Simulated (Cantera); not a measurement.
A closed system holds: 1 mol SiH₂Cl₂, 0.19 mol NH₃, 3.9 mol N₂, held at 1275 K.

These are equilibrium values from Cantera (NASA tables, ideal gas, pure condensed phases), not measurements of a reactor. Candidate condensed phases: NH₄Cl, Si, Si₃N₄; 28 gas species. The tables' values for SiCl₃ are old estimates; treat these amounts as uncertain. Kinetics and transport are ignored.

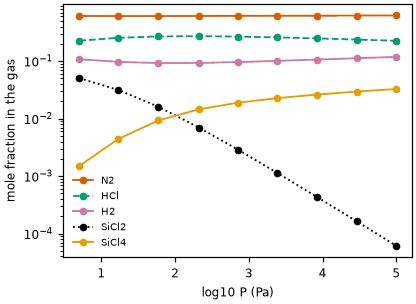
Fig. 1. Equilibrium gas composition (values under 1e-9 drawn at 1e-9)

From 5.00e-5 bar to 1.00 bar the condensed part is Si₃N₄(s). The main Si-bearing gas is SiCl₂ at 5.00e-5 bar and SiCl₄ at 1.00 bar. The share of Si in condensed phases is highest at 0.00710 bar (86.0 %) and lowest at 5.00e-5 bar (67.7 %).
